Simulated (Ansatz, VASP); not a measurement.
## CuSb: VASP beside Ansatz

Wanted: the spread between two codes on one cell, functional and k mesh. The cell is invented: As first built, before any earlier steps moved the atoms: it takes the ScCu structure with some of its atoms replaced by other elements, volume scaled by an estimate. It may not be a known or stable phase. The cell comes out of the VASP series on this material, whose earlier steps may have relaxed, scaled or displaced it; both programs get it as it stands.

Main program and level: Ansatz 0.2.0; plane waves, with VASP 6.6.1 beside it; relaxation of cell and atoms at RPBE.

## 1. The structure

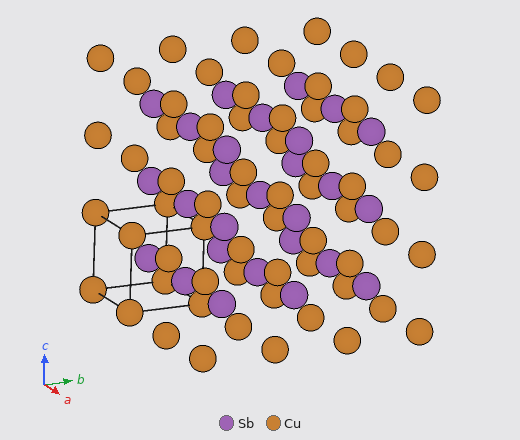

The cell as given, slightly off an axis (antimony purple, copper orange). 3×3×3 cells are drawn. Some periodic images of atoms are drawn too.

As a file:

```cif
data_structure
_symmetry_space_group_name_H-M 'Pm-3m'
_symmetry_Int_Tables_number 221
_cell_length_a 3.4216
_cell_length_b 3.4216
_cell_length_c 3.4216
_cell_angle_alpha 90.000
_cell_angle_beta 90.000
_cell_angle_gamma 90.000
_cell_volume 40.06
loop_
_atom_site_label
_atom_site_type_symbol
_atom_site_symmetry_multiplicity
_atom_site_Wyckoff_symbol
_atom_site_fract_x
_atom_site_fract_y
_atom_site_fract_z
_atom_site_occupancy
Sb1 Sb 1 b 0.50000 0.50000 0.50000 1
Cu1 Cu 1 a 0.00000 0.00000 0.00000 1
```

## 2. VASP: relaxation of cell and atoms, RPBE

The relaxed volume is the usual yardstick between codes: its relative difference is about their pressure difference at one cell divided by the bulk modulus.

Lines of VASP's logs that name or quote its potential files are left out, and so is its time.

INCAR reads:

```
SYSTEM = CuSb
PREC = Accurate
ENCUT = 400
EDIFF = 1E-06
NELM = 100
ISMEAR = -1
SIGMA = 0.05
LREAL = .FALSE.
ALGO = Normal
GGA = RP
NBANDS = 14
LORBIT = 11
LWAVE = .FALSE.
LCHARG = .FALSE.
IBRION = 2
NSW = 60
ISIF = 3
EDIFFG = -0.01
```

POSCAR reads:

```
CuSb
1.0
    3.4215726966      0.0000000000      0.0000000000
    0.0000000000      3.4215726966      0.0000000000
    0.0000000000      0.0000000000      3.4215726966
Sb Cu
1 1
Direct
    0.5000000000      0.5000000000      0.5000000000
    0.0000000000      0.0000000000      0.0000000000
```

KPOINTS reads:

```
Automatic mesh
0
Gamma
6 6 6
0 0 0
```

Potentials, in the order of the species: Sb and Cu (PBE family, release 64).

Run with:

```console
$ mpirun -np 1 vasp_std
```

Numbers of over 12 decimals in the logs are rounded to 6 here.

Output:

```text
[banner, memory and clock lines left out]
running    1 mpi-ranks, on    1 nodes
 distrk:  each k-point on    1 cores,    1 groups
 distr:  one band on    1 cores,    1 groups

 POSCAR found type information on POSCAR SbCu
 POSCAR found :  2 types and       2 ions
|                                                                             |
|               ----> ADVICE to this user running VASP <----                  |
|                                                                             |
|     You enforced a specific xc type in the INCAR file but a different       |
|     [... a line on the potential file left out ...]
|     I HOPE YOU KNOW WHAT YOU ARE DOING!                                     |
|                                                                             |

 LDA part: xc-table for (Slater+PW92), standard interpolation
 POSCAR, INCAR and KPOINTS ok, starting setup
 FFT: planning ... GRIDC
 FFT: planning ... GRID_SOFT
 FFT: planning ... GRID
 WAVECAR not read
 entering main loop
       N       E                     dE             d eps       ncg     rms          rms(c)
DAV:   1     0.688879395217E+02    0.68888E+02   -0.58758E+03   574   0.104E+03
DAV:   2    -0.467226055259E+01   -0.73560E+02   -0.67051E+02   596   0.202E+02
DAV:   3    -0.718340007447E+01   -0.25111E+01   -0.24443E+01   728   0.456E+01
DAV:   4    -0.723139074604E+01   -0.47991E-01   -0.47972E-01   644   0.577E+00
DAV:   5    -0.723335302386E+01   -0.19623E-02   -0.19622E-02   800   0.132E+00    0.835E+00
DAV:   6    -0.802782712510E+01   -0.79447E+00   -0.15861E+01   644   0.115E+02    0.776E+00
DAV:   7    -0.648798065579E+01    0.15398E+01   -0.41828E+00   680   0.608E+01    0.193E+00
DAV:   8    -0.646420482250E+01    0.23776E-01   -0.55187E-01   706   0.188E+01    0.131E+00
DAV:   9    -0.644674894694E+01    0.17456E-01   -0.86164E-02   760   0.717E+00    0.491E-01
DAV:  10    -0.644682038793E+01   -0.71441E-04   -0.18293E-03   666   0.429E-01    0.372E-01
DAV:  11    -0.644657401364E+01    0.24637E-03   -0.38120E-04   768   0.512E-01    0.903E-02
DAV:  12    -0.644657314053E+01    0.87311E-06   -0.12337E-04   776   0.230E-01    0.511E-02
DAV:  13    -0.644656756586E+01    0.55747E-05   -0.23617E-05   812   0.117E-01    0.143E-02
DAV:  14    -0.644656801278E+01   -0.44692E-06   -0.30623E-06   680   0.268E-02
   1 F= -.64465680E+01 E0= -.64440507E+01  d E =-.644657E+01
[...]
2 F= -.64464787E+01 E0= -.64439850E+01  d E =0.893229E-04
[...]
3 F= -.64465484E+01 E0= -.64440399E+01  d E =0.196613E-04
[...]
4 F= -.64465576E+01 E0= -.64440461E+01  d E =0.103922E-04
[...]
5 F= -.64465636E+01 E0= -.64440494E+01  d E =0.443989E-05
 curvature:  -0.21 expect dE=-0.887E-05 dE for cont linesearch -0.887E-05
 ZBRENT: bisectioning
 opt :   0.0604  next Energy=    -6.446568 (dE= 0.481E-06)
 bond charge predicted
       N       E                     dE             d eps       ncg     rms          rms(c)
DAV:   1    -0.644657362190E+01   -0.91031E-05   -0.92974E-05   638   0.232E-01    0.236E-02
DAV:   2    -0.644657348608E+01    0.13582E-06   -0.91960E-05   644   0.286E-01    0.182E-02
DAV:   3    -0.644656613923E+01    0.73469E-05   -0.28852E-05   650   0.164E-01    0.418E-03
DAV:   4    -0.644656585632E+01    0.28291E-06   -0.40018E-07   286   0.106E-02
   6 F= -.64465659E+01 E0= -.64440502E+01  d E =0.215646E-05
 curvature:  -0.09 expect dE=-0.187E-05 dE for cont linesearch -0.187E-05
 trial: gam= 0.00000 g(F)=  0.108E-68 g(S)=  0.204E-04 ort =-0.438E-04 (trialstep = 0.812E+00)
 search vector abs. value=  0.204E-04
 reached required accuracy - stopping structural energy minimisation
```

Parts of OUTCAR (step 2):

```text
ion  position               nearest neighbor table
   1  0.500  0.500  0.500-   2 2.96   2 2.96   2 2.96   2 2.96   2 2.96   2 2.96   2 2.96   2 2.96

  LATTYP: Found a simple cubic cell.
 ALAT       =     3.4215726966

 Subroutine GETGRP returns: Found 48 space group operations
 (whereof 48 operations were pure point group operations)

The static configuration has the point symmetry O_h .

 Found     20 irreducible k-points:

   k-points           NKPTS =     20   k-points in BZ     NKDIM =     20   number of bands    NBANDS=     14

   dimension x,y,z NGX =    24 NGY =   24 NGZ =   24
   dimension x,y,z NGXF=    48 NGYF=   48 NGZF=   48

   ENCUT  =  400.0 eV  29.40 Ry    5.42 a.u.   5.58  5.58  5.58*2*pi/ulx,y,z

   NELECT =      16.0000    total number of electrons

 k-points in reciprocal lattice and weights: Automatic mesh
   0.00000000  0.00000000  0.00000000       0.005
   0.16666667  0.00000000  0.00000000       0.028
   0.33333333  0.00000000  0.00000000       0.028
   0.50000000  0.00000000  0.00000000       0.014
   0.16666667  0.16666667  0.00000000       0.056
   0.33333333  0.16666667  0.00000000       0.111
   0.50000000  0.16666667  0.00000000       0.056
   0.33333333  0.33333333  0.00000000       0.056
   0.50000000  0.33333333  0.00000000       0.056
[...]
0.50000000  0.50000000  0.33333333       0.028
   0.50000000  0.50000000  0.50000000       0.005

 average (electrostatic) potential at core
       1 -85.1400       2 -63.3950

 E-fermi :   8.2325

 k-point     1 :       0.0000    0.0000    0.0000
  band No.  band energies     occupation
    ...
      2       4.9446      2.00000
      3       4.9446      2.00000
      4       5.4854      2.00000
      5       5.4854      2.00000
      6       5.4854      2.00000
      7       8.7219      0.00011
      8       8.7219      0.00011
      9       8.7219      0.00011
     10      10.6201      0.00000
     11      13.8153      0.00000
    ...

 k-point     2 :       0.1667    0.0000    0.0000
  band No.  band energies     occupation
    ...
      3       4.9718      2.00000
      4       5.3587      2.00000
      5       5.3587      2.00000
      6       5.4874      2.00000
      7       6.5058      2.00000
      8       9.2106      0.00000
      9       9.2106      0.00000
     10      11.7383      0.00000
     11      14.0007      0.00000
     12      16.0563      0.00000
    ...

 k-point     3 :       0.3333    0.0000    0.0000
  band No.  band energies     occupation
    ...
      3       5.0270      2.00000
      4       5.1542      2.00000
      5       5.1542      2.00000
      6       5.4915      2.00000
      7       5.7585      2.00000
      8      10.4123      0.00000
      9      10.4123      0.00000
     10      12.7061      0.00000
     11      14.5219      0.00000
     12      16.3514      0.00000
    ...

  Total        0.0167756      0.0167756      0.0167756     -0.0000000      0.0000000      0.0000000
  in kB        0.6710889      0.6710889      0.6710889     -0.0000000      0.0000000      0.0000000
  external PRESSURE =       0.6710889 kB  Pullay stress =       0.0000000 kB

  energy-cutoff  :      400.00
  volume of cell :       40.05
      direct lattice vectors                 reciprocal lattice vectors
     3.421392972  0.000000000  0.000000000     0.292278615  0.000000000  0.000000000
    -0.000000000  3.421392972  0.000000000    -0.000000000  0.292278615  0.000000000
    -0.000000000 -0.000000000  3.421392972    -0.000000000 -0.000000000  0.292278615

 POSITION                                       TOTAL-FORCE (eV/Angst)
 -----------------------------------------------------------------------------------
      1.71070      1.71070      1.71070        -0.000000      0.000000      0.000000
      0.00000      0.00000      0.00000         0.000000     -0.000000      0.000000
 -----------------------------------------------------------------------------------
    total drift:                               -0.000000      0.000000      0.000000

  FREE ENERGIE OF THE ION-ELECTRON SYSTEM (eV)
  ---------------------------------------------------
  free  energy   TOTEN  =        -6.4465658563 eV

  energy  without entropy=       -6.4415346159  energy(sigma->0) =       -6.44405024

 reached required accuracy - stopping structural energy minimisation

 total charge
# of ion       s       p       d       tot
------------------------------------------
    1        1.237   1.060   0.047   2.344
    2        0.373   0.222   9.215   9.810
--------------------------------------------------
tot          1.611   1.282   9.261  12.154

[... 3 further parts left out ...]
```

CONTCAR:

```
CuSb
   1.00000000000000
     3.4213929724921397    0.0000000000000000    0.0000000000000000
    -0.0000000000000000    3.4213929724921397    0.0000000000000000
    -0.0000000000000000   -0.0000000000000000    3.4213929724921397
  Sb              Cu
     1     1
Direct
     0.5000000000000000    0.5000000000000000    0.5000000000000000
     0.0000000000000000    0.0000000000000000    0.0000000000000000
```

## 3. Ansatz: relaxation of cell and atoms, RPBE

Ansatz runs on its default PAW (the set named soft_2) files.

The same cell, functional, mesh and smearing now go to Ansatz, which takes its cutoff from its data sets.

input.yaml reads:

```yaml
crystal:
  lattice:
    - [3.4215726966, 0.0, 0.0]
    - [0.0, 3.4215726966, 0.0]
    - [0.0, 0.0, 3.4215726966]
  atoms:
    - { symbol: Sb, position: [0.5, 0.5, 0.5] }
    - { symbol: Cu, position: [0.0, 0.0, 0.0] }
hamiltonian:
  xc: rpbe
  pseudopotentials: { kind: paw }
kpoints:
  mp_grid: { grid: [6, 6, 6] }
scf:
  occupations: { method: fermi_dirac, width: 0.05 }
relax:
  f_tol: 0.01
  max_steps: 60
  cell: { stress_tol: 0.05 }
output:
  forces: true
  stress: true
```

Run with:

```console
$ ansatz run input.yaml --threads 4 --pin off --max-ram 9216MiB --backend cpu --events-out ev --progress --plain --runs-dir out
```

Output:

```text
Engine: ansatz 0.2.0, x86_64-unknown-linux-gnu
Pseudopotentials: kind: paw
Pseudopotential: Sb, paw, valence charge 15, recommended cutoff 420 eV (normal), Sb.paw.azcp
Pseudopotential: Cu, paw, valence charge 19, recommended cutoff 420 eV (normal), Cu.paw.azcp
Functional definition: RPBE
  parameter kappa = 0.804
  parameter beta = 0.066725
  exchange = rpbe_x(kappa = kappa, mu = beta*pi^2/3)
  correlation = pbe_c(beta = beta)
Crystal: 2 atoms, lattice volume = 40.057 Å³
Basis set: ecut = 420 eV, 751 PW (Γ), exchange–correlation on 48×48×48 points (8 copies of the dense FFT grid, shifted against one another)
Bands: 21, of which v1, the nominal top of the filled ones, is band 17 counted from 1 (16 counted from 0)
Symmetry: 48 space group operations
Space group: Pm-3m (ITA 221), of the structure as read, at distance tolerance 3.4e-5 Å
k-points: 20 of 216
Non-local potential: Sb, projectors of the file, l = 0: 2, l = 1: 2, l = 2: 2, l = 3: 2
Non-local potential: Cu, projectors of the file, l = 0: 3, l = 1: 2, l = 2: 3, l = 3: 1
PAW form: soft (Blöchl's): semilocal exchange-correlation on the pseudo side does not see the compensation charge
PAW frozen core: Sb, regenerated for the run's functional, and the local potential with it (the file was generated under x = pbe(κ = 0.804, μ = 0.219515), c = pbe(β = 0.066725))
PAW frozen core: Cu, regenerated for the run's functional, and the local potential with it (the file was generated under x = pbe(κ = 0.804, μ = 0.219515), c = pbe(β = 0.066725))
PAW one-centre angular grid: Sb, 590 points (default); XC on 64 Gauss nodes
PAW one-centre angular grid: Cu, 590 points (default); XC on 64 Gauss nodes
Initial density: superposition of atomic densities (neutral atoms: chi_scale 0, normalization atom), corrected by the library's trained network
Initial wavefunctions: pseudopotential atomic-orbital guess
Functional: x = rpbe, c = pbe(β = 0.066725)
SCF iter   1: F=—  HF=-13122.943915 eV  |F-HF|=—  |Δ(HF+E_count)|=         —  Δρ=4.69e-3  dr2=3.86e-3  ethr=1.77e-3  ⟨swp⟩=5.8  Hψ=1817  notcnv=0
preconditioner: auto → Resta (q_TF=auto, 2.655 Å⁻¹)  ε∞=3.7  [insulator: Δε(μ)=0.174 eV  Ē_g=18.041 eV  σ=0.050 eV  W_gap=0.66  n_scr=18 (ndim 8)  ℏωp=29.9 eV  f_vac=0.000  D(μ)=0.60/eV (n_scr^D=0)  ε∞_Penn≈3.7]
SCF iter   2: F=—  HF=-13122.941961 eV  |F-HF|=—  |Δ(HF+E_count)|=   1.95e-3  Δρ=1.31e-3  dr2=5.42e-4  ethr=1.13e-5  ⟨swp⟩=2.9  Hψ=936  notcnv=0
SCF iter   3: F=—  HF=-13122.941920 eV  |F-HF|=—  |Δ(HF+E_count)|=   4.14e-5  Δρ=7.66e-4  dr2=1.26e-4  ethr=1.59e-6  ⟨swp⟩=2.4  Hψ=681  notcnv=0
SCF iter   4: F=—  HF=-13122.941928 eV  |F-HF|=—  |Δ(HF+E_count)|=   7.87e-6  Δρ=9.90e-5  dr2=3.76e-6  ethr=3.71e-7  ⟨swp⟩=2.6  Hψ=643  notcnv=0
SCF iter   5: F=—  HF=-13122.941930 eV  |F-HF|=—  |Δ(HF+E_count)|=   1.99e-6  Δρ=1.87e-5  dr2=1.27e-7  ethr=1.11e-8  ⟨swp⟩=2.2  Hψ=607  notcnv=0
SCF iter   6: F=-13122.941930 eV  HF=-13122.941930 eV  |F-HF|=1.45e-8  |Δ(HF+E_count)|=   1.55e-8  Δρ=5.75e-6  dr2=9.59e-9  ethr=2.94e-10  ⟨swp⟩=4.1  Hψ=1416  notcnv=0
SCF 1 converged in 6 iterations: F = -13122.941930 eV  dr2 = 9.59e-9
  greatest PAW one-centre occupation: 1.000 electrons in one spin orbital (limit 2), on the Cu atom at site 1 (counted from 0), in its partial waves of l = 0
relax step   1: F+E_penalty+E_count = -13122.94192983 eV  Δ(F+E_penalty+E_count) = +0.000e0 eV  max|allowed force component| = 3.221e-30 eV/Å  Δτ_max = 0.0000 Å  P = +0.297 GPa  Ω = 40.057 Å³  (6 SCF iters, dr2 threshold 1.00e-7 eV, accepted)
[...]
relax step   2: F+E_penalty+E_count = -13122.94192118 eV  Δ(F+E_penalty+E_count) = +8.648e-6 eV  max|allowed force component| = 4.700e-30 eV/Å  Δτ_max = 0.0000 Å  P = -0.172 GPa  Ω = 40.317 Å³  energy of the carried Pulay correction = -1.082e-4 eV  (6 SCF iters, dr2 threshold 2.00e-7 eV, accepted)
[...]
relax step   3: F+E_penalty+E_count = -13122.94201264 eV  Δ(F+E_penalty+E_count) = -9.146e-5 eV  max|allowed force component| = 2.958e-30 eV/Å  Δτ_max = 0.0000 Å  P = -0.001 GPa  Ω = 40.221 Å³  energy of the carried Pulay correction = -6.847e-5 eV  (6 SCF iters, dr2 threshold 7.37e-8 eV, accepted)
[...]
relax step   4: F+E_penalty+E_count = -13122.94208133 eV  Δ(F+E_penalty+E_count) = -6.870e-5 eV  max|allowed force component| = 3.566e-30 eV/Å  Δτ_max = 0.0000 Å  P = -0.003 GPa  Ω = 40.221 Å³  stress off target by 3.14e-3 GPa  SCF on the basis re-selected at this cell (its energy is not comparable with the rows above)  (6 SCF iters)
basis re-selected at this cell: Δ(F+E_penalty+E_count) = -6.870e-5 eV, ΔP = -0.002 GPa vs the last step (what re-selecting the basis moved, of the pressure what is left beyond the Pulay correction that the steps carried, after the strain that the cell walked since its last selection, with what the two solves' SCF thresholds leave and, on support functions, any second-order correction that the steps lacked; it is no m [...]
SCF converged after 6 iterations
Free energy (F): -13122.942081 eV
Harris-Foulkes:  -13122.942081 eV  (|F-HF|=7.28e-12)
Internal energy: -13122.937099 eV  (E = F + TS)
E sigma→0 (E₀):  -13122.939590 eV
Entropy (-TS):   -0.004982 eV (-2.491 meV/atom)
Fermi energy:    12.991508 eV
--- Per-component energies (eV) ---
  E_band       = -559.900707
  E_kinetic    = 505.057954
  E_local      = -6236.414195  (includes V_loc(G=0)·N_el)
  E_nonlocal   = 758.261756
  E_hartree    = 2789.802441
  E_xc         = -226.509800
  E_vxc        = -209.158132  (∫ρ·V_xc dr)
  E_paw        = -6258.680083  (= ΣΔE_a)
  E_vpaw       = -957.253344  (= ΣTr[D̂ρ^β])
  E_aug_tail   = 0.000282  (compensation charges beyond the density's cutoff)
  E_ewald      = -4454.403372
  E_core_change = -0.052082  (= ΣΔE_core)
  E_smearing   = -0.004982  (= −TS)
  E_closure    = 0.000000  (closes the sum)
  Σ components = -13122.942081   (vs F -13122.942081, Δ=0.00e0)
--- Forces (eV/Å), atoms counted from 1 ---
  atom   1  Sb     0.00000000     0.00000000    -0.00000000
  atom   2  Cu    -0.00000000    -0.00000000     0.00000000
  max |Σ_I F_I| component: 5.49e-30 eV/Å
--- Stress (GPa, compression-positive) ---
       -0.003138      -0.000000      -0.000000
       -0.000000      -0.003138       0.000000
       -0.000000       0.000000      -0.003138
  P = ⅓ Tr σ = -0.0031 GPa (-0.031 kbar)
--- Relaxed structure (3 steps of the walk, 3 accepted, 1 SCFs on fresh bases) ---
  F+E_penalty+E_count = -13122.94208133 eV   max|allowed force component| = 3.566e-30 eV/Å   (the final SCF, on the basis selected at the relaxed cell)
  cell:  # Å, volume = 40.2214 Å³
    - [3.426249, 0, 0.0]
    - [0, 3.426249, 0]
    - [0, 0, 3.426249]
  atoms:
    - { symbol: Sb, position: [0.5, 0.5, 0.5] }
    - { symbol: Cu, position: [0, 0, 0] }
```

Elapsed: 0.98 s, on 4 threads of AMD EPYC 9R14 (Zen 4), shared host; peak memory 0.49 GiB; 2.8 s of CPU time.

## 4. Side by side

Known differences besides the PAW data sets themselves: both relaxations stop at a tolerance, which leaves soft axes loose, and VASP keeps its plane-wave basis; the data sets hold 34 valence electrons in Ansatz (default PAW (the set named soft_2) files) and 16 in VASP; the cutoff is 420 eV in Ansatz and 400 eV in VASP; Ansatz makes its cores anew for this functional, VASP keeps those of its PBE data sets; VASP leaves aspherical gradient terms in its spheres out (LASPH is not set), Ansatz keeps them; Ansatz adds a Pulay correction to the stress that steers its cell, VASP none. Total energies have different zeros and are not compared.

The two programs side by side:

```csv
quantity,Ansatz,VASP,difference
volume (Å³),40.22,40.05,+0.43 %
"edge a after relaxation, in the typed setting (Å)",3.426,3.421,+0.14 %
```

The walks stopped with 0.00 GPa left in Ansatz and 0.07 GPa in VASP; each walk ends within a tolerance, so the volume difference is uncertain by about these residues over the bulk modulus, most in soft cells.

## 5. Outcome

* difference in volume (relaxation of cell and atoms, RPBE): 0.43 %

**Reading.** The difference in volume is 0.43 % (relaxation of cell and atoms, RPBE), within the 1.2 % picked in this series as the mark of a large difference, as far as the stopping tolerances let one tell. 1 further run on this material is not shown. Differences of this kind measure data sets and numerical settings, not the functional's error against experiment.

[Lines on the potential files, build, host, timing and source positions are cut from VASP's logs without a mark.]

[Logs are printed without paths, hosts, clocks, repeated set-up lines and the standing remarks that a program may print on its own settings, such as how far it seeks lower states.]

[Hosts, paths, dates, database ids (printed as entryN), source tags and the programs' standing remarks are cut or masked in the printed files.]
